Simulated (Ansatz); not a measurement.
# C18HN: geometry relaxation (part 2 of 2)

Continued. System: C18HN (slab, 20 atoms in the cell). Method: DFT r2SCAN-D3(BJ), scalar-relativistic, plane waves, PAW, PAW set soft_1, no spin polarisation (Ansatz 0.2.0); cutoff 500 eV, 2×2×1 k-mesh, Gaussian smearing of 0.05 eV. It belongs to a series of runs on one base structure; here: end point B relaxed.

Geometry of the input (Å; fractional positions):
```
7.3980  0.0000  0.0000
-3.6990  6.4069  0.0000
0.0000  0.0000  12.0000
C  0.0000  0.0000  0.0833
C  0.2222  0.1111  0.0833
C  0.0000  0.3333  0.0833
C  0.2222  0.4444  0.0833
C  0.0000  0.6667  0.0833
C  0.2222  0.7778  0.0833
C  0.3333  0.0000  0.0833
C  0.5556  0.1111  0.0833
C  0.3333  0.3333  0.0833
C  0.5556  0.4444  0.0833
C  0.3333  0.6667  0.0833
C  0.5556  0.7778  0.0833
C  0.6667  0.0000  0.0833
C  0.8889  0.1111  0.0833
C  0.6667  0.3333  0.0833
C  0.8889  0.4444  0.0833
C  0.6667  0.6667  0.0833
C  0.8889  0.7778  0.0833
N  0.4444  0.0556  0.1925
H  0.0370  -0.0370  0.1650
```

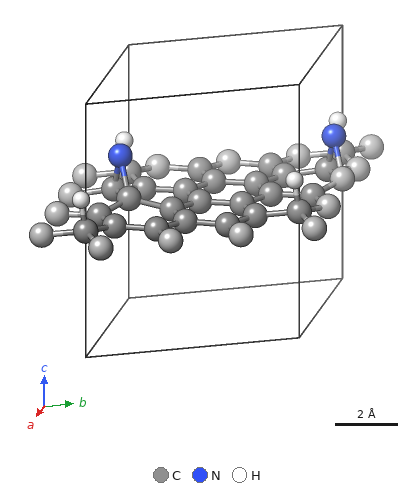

Fig. 1: The geometry at step 3 of the log (ball-and-stick view of the cell of the calculation, with the vacuum cut short, seen slightly off an axis; neighbours outside the cell are drawn fainter).

## What the program printed, continued
```
relax step   6: F+E_penalty+E_count = -4925.19298643 eV  Δ(F+E_penalty+E_count) = -3.708e-2 eV  max|allowed force component| = 5.124e-2 eV/Å  Δτ_max = 0.0417 Å  (9 SCF iters, accepted)
automatic band count: iteration 1 solves 44 bands in place of 59: the levels show a gap, and the empty bands left out lie too high to hold charge; the band table lists the bands solved (type scf.n_extra_bands for more)
preconditioner: auto → Resta (q_TF=auto, 1.959 Å⁻¹)  ε∞=2.3  [insulator: Δε(μ)=0.367 eV  Ē_g=11.939 eV  σ=0.050 eV  W_gap=1.00  n_scr=66 (ndim 8)  ℏωp=13.8 eV  f_vac=0.663  D(μ)=0.00/eV (n_scr^D=0)  ε∞_Penn≈2.3  vacuum switching on, ρ_ref=1.0e-2 e/Å³]
relax step   7: F+E_penalty+E_count = -4925.19427623 eV  Δ(F+E_penalty+E_count) = -1.290e-3 eV  max|allowed force component| = 2.815e-2 eV/Å  Δτ_max = 0.0172 Å  (7 SCF iters, accepted)
preconditioner: auto → Resta (q_TF=auto, 1.959 Å⁻¹)  ε∞=1.8  [insulator: Δε(μ)=0.368 eV  Ē_g=15.232 eV  σ=0.050 eV  W_gap=1.00  n_scr=66 (ndim 8)  ℏωp=13.8 eV  f_vac=0.663  D(μ)=0.00/eV (n_scr^D=0)  ε∞_Penn≈1.8  vacuum switching on, ρ_ref=1.7e-2 e/Å³]
Free energy (F): -4925.194276 eV
Harris-Foulkes:  -4925.194276 eV  (|F-HF|=1.69e-8)
Internal energy: -4925.194276 eV  (E = F + TS)
E sigma→0 (E₀):  -4925.194276 eV
Entropy (-TS):   -0.000000 eV (-0.000 meV/atom)
Fermi energy:    -1.318473 eV
--- Per-component energies (eV) ---
  E_band       = -849.086062
  E_kinetic    = 1737.313775
  E_local      = -17983.689881  (includes V_loc(G=0)·N_el)
[...]
  E_nonlocal   = 451.471962
  E_hartree    = 8139.072451
  E_xc         = -897.321891
  E_vxc        = -1240.770371  (∫ρ·V_xc dr)
  E_paw        = -1958.820481  (= ΣΔE_a)
  E_vpaw       = -162.302485  (= ΣTr[D̂ρ^β])
  E_aug_tail   = -0.000047  (compensation charges beyond the density's cutoff)
  E_vtau       = 70.749295  (kinetic-family band-sum trace: ∫τ·v_τ [+ j·A + Jᵃ·Aᵃ] dr)
  E_ewald      = 5587.924864
  E_disp       = -0.669533  (pairwise vdW)
  E_core_change = -0.475495  (= ΣΔE_core)
  E_smearing   = -0.000000  (= −TS)
  E_closure    = 0.000000  (closes the sum)
  Σ components = -4925.194276   (vs F -4925.194276, Δ=0.00e0)
--- Forces (eV/Å), atoms counted from 1 ---
  atom   1  C      0.00686060     0.02051183     0.00229989
  atom   2  C     -0.00018418    -0.01690124     0.01306555
  atom   3  C      0.00183714     0.00472773     0.00765876
  atom   4  C      0.00289355    -0.00640649    -0.00133740
  atom   5  C      0.00963923     0.00621332    -0.01015790
  atom   6  C     -0.00261013    -0.02288328     0.00641871
  atom   7  C      0.00544748     0.00293500    -0.02369001
  atom   8  C     -0.02092430    -0.00653777    -0.00760271
  atom   9  C     -0.00477563     0.02464846     0.00091754
  atom  10  C     -0.00145863    -0.00368686    -0.00229887
  atom  11  C      0.00424795     0.00815407    -0.00684956
  atom  12  C     -0.00342275    -0.00650190     0.00830199
  atom  13  C      0.02075541    -0.01695034     0.00105666
  atom  14  C     -0.01392733     0.00869862    -0.00372334
  atom  15  C      0.00249169     0.02817527     0.00228937
  atom  16  C     -0.00385981    -0.00923788    -0.00007378
  atom  17  C     -0.01012706    -0.00047633    -0.00992836
  atom  18  C      0.00331959    -0.02101795     0.01135861
  atom  19  N      0.01064916     0.01009234     0.01270059
  atom  20  H     -0.00683211    -0.00360425    -0.00027627
  max |Σ_I F_I| component: 1.29e-4 eV/Å
--- Relaxed structure (7 steps of the walk, 6 accepted, 0 SCFs on fresh bases) ---
  F+E_penalty+E_count = -4925.19427623 eV   max|allowed force component| = 2.815e-2 eV/Å
  atoms:
    - { symbol: C, position: [0.002170928120013729, -0.000806342232551716, 0.10102896783482004] }
    - { symbol: C, position: [0.22877694318845757, 0.1156436199188, 0.082161169124148] }
    - { symbol: C, position: [0.0013479760538210872, 0.3316706743681798, 0.07569322228743616] }
    - { symbol: C, position: [0.2235581886563135, 0.4420037915298049, 0.07533373377951019] }
    - { symbol: C, position: [0.0014170694264288852, 0.664067985714095, 0.06984159102149434] }
    - { symbol: C, position: [0.22267194064617596, 0.7716798568686861, 0.07678249188908146] }
    - { symbol: C, position: [0.3291395161557559, -0.006340154020031013, 0.10082826833131128] }
    - { symbol: C, position: [0.5635890121725465, 0.11392070533964509, 0.10571083977379744] }
    - { symbol: C, position: [0.336271761673405, 0.3312705472879794, 0.07569814295178827] }
    - { symbol: C, position: [0.5602875348850505, 0.4437773814520073, 0.07323487023138675] }
    - { symbol: C, position: [0.33514936803398254, 0.6640992594857008, 0.07712932599079082] }
    - { symbol: C, position: [0.559586495979387, 0.7773386596667677, 0.07946979971832126] }
    - { symbol: C, position: [0.6706626280822865, -0.002749343693183331, 0.08350253085134553] }
    - { symbol: C, position: [0.8879618066491921, 0.11182445991340609, 0.08064173506334166] }
    - { symbol: C, position: [0.6710246218932269, 0.3364253260981617, 0.07829689626031616] }
    - { symbol: C, position: [0.8893863553844004, 0.4428155373648029, 0.07103883282302899] }
    - { symbol: C, position: [0.6713723903562618, 0.6653886046085354, 0.07446122953632756] }
    - { symbol: C, position: [0.889671144543348, 0.7717180655752305, 0.07595758143780514] }
    - { symbol: N, position: [0.4380216024905662, 0.05004497872468934, 0.2063629936097543] }
    - { symbol: H, position: [-0.0005858243906197869, -0.005275163970725342, 0.19432571748419458] }
```

## Trajectory as extended XYZ (Å, eV, eV/Å), 7 frames, from step=1 to step=7
```
20
Lattice="7.3980 0.0000 0.0000 -3.6990 6.4069 0.0000 0.0000 0.0000 12.0000" Properties=species:S:1:pos:R:3:forces:R:3 step=1 energy=-4923.27313
C     0.0000    0.0000    1.0000   -0.2207   0.5587  -0.2436
C     1.2330    0.7119    1.0000    0.4256   3.1200  -2.4686
C    -1.2330    2.1356    1.0000    0.3482  -0.2546  -0.0351
C     0.0000    2.8475    1.0000   -0.1705  -0.0111   0.0499
C    -2.4660    4.2712    1.0000    0.3462   0.0612  -0.0761
C    -1.2330    4.9831    1.0000    0.3788  -2.2419  -1.1546
C     2.4660    0.0000    1.0000   -1.2896  -0.8783   1.9379
C     3.6990    0.7119    1.0000    1.4903   1.0719   1.9042
C     1.2330    2.1356    1.0000   -0.3566  -0.8710   0.0241
C     2.4660    2.8475    1.0000    1.0142  -0.1163  -0.0880
C     0.0000    4.2712    1.0000   -0.6174   0.0127  -0.0300
C     1.2330    4.9831    1.0000    0.2793   0.5596  -0.1259
C     4.9320    0.0000    1.0000    2.1841  -1.2448  -1.1374
C     6.1650    0.7119    1.0000   -1.9752   0.6447   0.0541
C     3.6990    2.1356    1.0000   -0.3153   2.4632  -1.1610
C     4.9320    2.8475    1.0000   -0.6941  -0.0767   0.0822
C     2.4660    4.2712    1.0000    0.3381   0.2419   0.2098
C     3.6990    4.9831    1.0000   -0.3786  -2.9318  -1.2889
N     3.0825    0.3559    2.3100   -0.3482  -0.3843   0.6832
H     0.4110   -0.2373    1.9800   -0.4387   0.2772   2.8635
20
Lattice="7.3980 0.0000 0.0000 -3.6990 6.4069 0.0000 0.0000 0.0000 12.0000" Properties=species:S:1:pos:R:3:forces:R:3 step=2 energy=-4924.43999
C    -0.0057    0.0092    1.0368    0.8222  -0.2814   0.7553
C     1.2351    0.7363    0.9681    0.7171   1.4927  -1.3343
C    -1.2361    2.1352    0.9688    0.2330  -0.1329   0.0381
C    -0.0002    2.8426    0.9597   -0.1802   0.0083  -0.0184
C    -2.4557    4.2628    0.9411   -0.0073   0.2821  -0.0908
C    -1.2219    4.9568    0.9568    0.0762  -0.4326  -0.4579
C     2.4633   -0.0100    1.1136   -0.8689  -0.6489   1.2470
C     3.7162    0.7191    1.1385    0.6825   0.5329   1.4577
C     1.2364    2.1410    0.9635   -0.0636  -0.7680  -0.0774
C     2.4752    2.8527    0.9605    0.5729  -0.1974   0.0054
C     0.0074    4.2615    0.9586   -0.2951   0.0686  -0.0310
C     1.2457    4.9774    0.9634    0.0193   0.4268   0.0106
C     4.9510   -0.0149    0.9852    0.7742  -0.2208  -0.4286
C     6.1497    0.7180    0.9813   -1.0814   0.2497   0.0019
C     3.6994    2.1582    0.9857   -0.0254   0.7619  -0.4824
C     4.9297    2.8496    0.9583   -0.4183  -0.2092  -0.0577
C     2.4777    4.2690    0.9640    0.3326   0.1863  -0.0055
C     3.7074    4.9665    0.9631   -0.1707  -1.4959  -1.0121
N     3.0688    0.3251    2.4351   -0.2545  -0.1245  -0.7356
H     0.3411   -0.1892    2.0879   -0.8643   0.5022   1.2143
20
Lattice="7.3980 0.0000 0.0000 -3.6990 6.4069 0.0000 0.0000 0.0000 12.0000" Properties=species:S:1:pos:R:3:forces:R:3 step=3 energy=-4925.03009
C     0.0114    0.0047    1.1093    0.5714  -0.4002   0.6422
C     1.2564    0.7520    0.9140    0.1674  -0.1124   0.1377
C    -1.2307    2.1304    0.9580    0.0442   0.0027  -0.0583
C     0.0041    2.8372    0.9351    0.0361   0.0902  -0.0496
C    -2.4488    4.2568    0.8824   -0.2026  -0.0723  -0.2834
C    -1.2179    4.9463    0.9194    0.1306   0.3932   0.2089
C     2.4542   -0.0244    1.1913   -0.1209  -0.1306   0.2089
C     3.7365    0.7286    1.2561   -0.0085  -0.0916   0.4433
C     1.2498    2.1323    0.9228    0.0160  -0.0006  -0.1286
C     2.4936    2.8472    0.9293   -0.1474   0.1581  -0.1805
C     0.0106    4.2606    0.9383    0.0870  -0.1237  -0.0185
C     1.2553    4.9825    0.9516   -0.0227  -0.0597  -0.0205
C     4.9670   -0.0172    0.9826   -0.3337   0.1907   0.3052
C     6.1438    0.7184    0.9755    0.1746   0.0183  -0.0031
C     3.7082    2.1662    0.9650    0.0556  -0.3876   0.3036
C     4.9306    2.8437    0.9191    0.1535  -0.0073  -0.1578
C     2.4925    4.2655    0.9249    0.0854  -0.0553  -0.1624
C     3.7186    4.9424    0.8983   -0.0937   0.1248  -0.1215
N     3.0335    0.3067    2.4962    0.0520   0.0924  -1.0385
H     0.2156   -0.1132    2.2209   -0.6439   0.3710  -0.0259
20
Lattice="7.3980 0.0000 0.0000 -3.6990 6.4069 0.0000 0.0000 0.0000 12.0000" Properties=species:S:1:pos:R:3:forces:R:3 step=4 energy=-4925.15591
C     0.0148    0.0002    1.1895    0.3611  -0.2806   0.4129
C     1.2603    0.7504    0.9453    0.1211  -0.4016   0.4118
C    -1.2196    2.1274    0.9262   -0.0757  -0.0373  -0.0703
C     0.0136    2.8348    0.8966    0.0399  -0.0012   0.0132
C    -2.4440    4.2529    0.8326   -0.1982   0.0377   0.0566
C    -1.2092    4.9411    0.9181    0.0246   0.5175   0.0984
C     2.4557   -0.0331    1.2258   -0.1402  -0.2332  -0.2670
C     3.7482    0.7270    1.2971   -0.0087   0.0533  -0.0310
C     1.2577    2.1274    0.8919    0.0737   0.0041  -0.0573
C     2.5024    2.8440    0.8773   -0.1116   0.0006   0.0063
C     0.0201    4.2557    0.9161    0.0377   0.0090   0.0229
C     1.2641    4.9791    0.9413   -0.0563   0.0051   0.0451
C     4.9770   -0.0210    1.0092   -0.5345   0.1637   0.1336
C     6.1508    0.7167    0.9781    0.2275   0.0749   0.0020
C     3.7174    2.1631    0.9648    0.0299  -0.4933   0.0549
C     4.9399    2.8384    0.8710    0.0746  -0.0047  -0.0262
C     2.5014    4.2614    0.8784    0.0916  -0.0075   0.0391
C     3.7236    4.9378    0.8965    0.0934   0.4268   0.0574
N     3.0378    0.3029    2.5037    0.0942   0.1250  -0.3334
H     0.0724   -0.0395    2.3306   -0.1442   0.0416  -0.5701
20
Lattice="7.3980 0.0000 0.0000 -3.6990 6.4069 0.0000 0.0000 0.0000 12.0000" Properties=species:S:1:pos:R:3:forces:R:3 step=5 energy=-4925.06903 accepted=F
C     0.0281   -0.0155    1.2243   -0.5956   0.7998  -0.1100
C     1.2725    0.7195    1.0237   -0.2394   0.8014  -0.5803
C    -1.2175    2.1242    0.8867    0.3558   0.1288   0.1569
C     0.0272    2.8287    0.8960   -0.2296  -0.0824   0.0095
C    -2.4570    4.2617    0.8518    0.5524   0.0153  -0.1994
C    -1.2108    4.9628    0.9286    0.0879  -1.6387  -0.1205
C     2.4578   -0.0505    1.2064    0.3043   0.6148   0.4450
C     3.7396    0.7331    1.2513   -0.1610  -0.2731   0.2499
C     1.2696    2.1030    0.9022   -0.2883   0.5094   0.2264
C     2.5016    2.8385    0.8776    0.3767  -0.1086  -0.0492
C     0.0217    4.2570    0.9314    0.0287   0.0377  -0.0837
C     1.2619    4.9871    0.9593   -0.0297   0.0258   0.0124
C     4.9490   -0.0008    0.9971    1.5081  -0.8470  -0.0818
C     6.1611    0.7178    0.9631   -0.5801  -0.0493  -0.0364
C     3.7199    2.1317    0.9217   -0.1160   1.6039  -0.1079
C     4.9401    2.8386    0.8418   -0.2395  -0.2011   0.0213
C     2.5113    4.2649    0.9034   -0.3421   0.1862  -0.1016
C     3.7290    4.9657    0.9185   -0.2655  -1.4000  -0.0421
N     3.0645    0.3355    2.4751   -0.0292  -0.0995  -0.0363
H     0.0149   -0.0363    2.3299   -0.0980  -0.0232   0.4282
20
Lattice="7.3980 0.0000 0.0000 -3.6990 6.4069 0.0000 0.0000 0.0000 12.0000" Properties=species:S:1:pos:R:3:forces:R:3 step=6 energy=-4925.19299
C     0.0191   -0.0049    1.2056    0.0399   0.0223   0.0449
C     1.2642    0.7422    0.9793    0.0346  -0.0512   0.0201
C    -1.2180    2.1256    0.9131    0.0213  -0.0039  -0.0117
C     0.0178    2.8328    0.9005    0.0052  -0.0342   0.0017
C    -2.4466    4.2542    0.8369    0.0210   0.0391   0.0087
C    -1.2078    4.9444    0.9207   -0.0112  -0.0102   0.0015
C     2.4580   -0.0400    1.2125   -0.0352   0.0037  -0.0443
C     3.7474    0.7293    1.2755   -0.0230  -0.0041   0.0171
C     1.2615    2.1231    0.9023   -0.0024   0.0251   0.0185
C     2.5031    2.8437    0.8773    0.0038  -0.0431   0.0084
C     0.0221    4.2550    0.9220    0.0085   0.0295   0.0197
C     1.2640    4.9802    0.9531   -0.0122   0.0047  -0.0053
C     4.9712   -0.0177    1.0091    0.0255  -0.0116  -0.0245
C     6.1548    0.7168    0.9722   -0.0212   0.0028  -0.0048
C     3.7191    2.1555    0.9478   -0.0012   0.0292  -0.0344
C     4.9410    2.8374    0.8583   -0.0155  -0.0247  -0.0034
C     2.5049    4.2629    0.8887   -0.0072   0.0313   0.0253
C     3.7264    4.9444    0.9076    0.0063  -0.0230  -0.0048
N     3.0510    0.3166    2.4818    0.0071   0.0222  -0.0248
H     0.0312   -0.0350    2.3258   -0.0441  -0.0038  -0.0081
20
Lattice="7.3980 0.0000 0.0000 -3.6990 6.4069 0.0000 0.0000 0.0000 12.0000" Properties=species:S:1:pos:R:3:forces:R:3 step=7 energy=-4925.19428
C     0.0190   -0.0052    1.2123    0.0069   0.0205   0.0022
C     1.2647    0.7409    0.9859   -0.0002  -0.0168   0.0131
C    -1.2169    2.1250    0.9083    0.0019   0.0048   0.0076
C     0.0189    2.8319    0.9040    0.0029  -0.0064  -0.0013
C    -2.4459    4.2546    0.8381    0.0096   0.0062  -0.0102
C    -1.2071    4.9440    0.9214   -0.0026  -0.0229   0.0064
C     2.4584   -0.0406    1.2099    0.0055   0.0031  -0.0235
C     3.7480    0.7299    1.2685   -0.0210  -0.0066  -0.0074
C     1.2624    2.1224    0.9084   -0.0048   0.0246   0.0009
C     2.5035    2.8432    0.8788   -0.0014  -0.0037  -0.0023
C     0.0229    4.2548    0.9256    0.0042   0.0081  -0.0068
C     1.2644    4.9803    0.9536   -0.0034  -0.0065   0.0083
C     4.9717   -0.0176    1.0020    0.0208  -0.0169   0.0010
C     6.1555    0.7164    0.9677   -0.0140   0.0087  -0.0037
C     3.7198    2.1554    0.9396    0.0025   0.0281   0.0023
C     4.9417    2.8371    0.8525   -0.0039  -0.0092  -0.0001
C     2.5055    4.2630    0.8935   -0.0101  -0.0005  -0.0099
C     3.7272    4.9443    0.9115    0.0033  -0.0210   0.0114
N     3.0554    0.3206    2.4764    0.0107   0.0102   0.0123
H     0.0152   -0.0338    2.3319   -0.0068  -0.0036  -0.0003
```

## Results in brief

| quantity | value |
| --- | --- |
| outcome | converged |
| electrons treated | 78 |
| free energy | −4925.1943 eV |
| Fermi energy | −1.318 eV |
| final volume | 568.78 Å³ |
| largest force (length of the vector) at the end | 0.028 eV/Å |
| hardware | 2 threads of Arm Neoverse V1, 24 GiB of memory available, shared host |
| wall time | 3.5 min (CPU time 6.9 min) |
| peak memory | 1.9 GiB |

## Notes

Notes on the run: the dispersion correction has no parameters fitted for this combination and takes those fitted for r2SCAN with other terms. The k-point mesh is coarse for a cell of this size, so the results may not be converged.
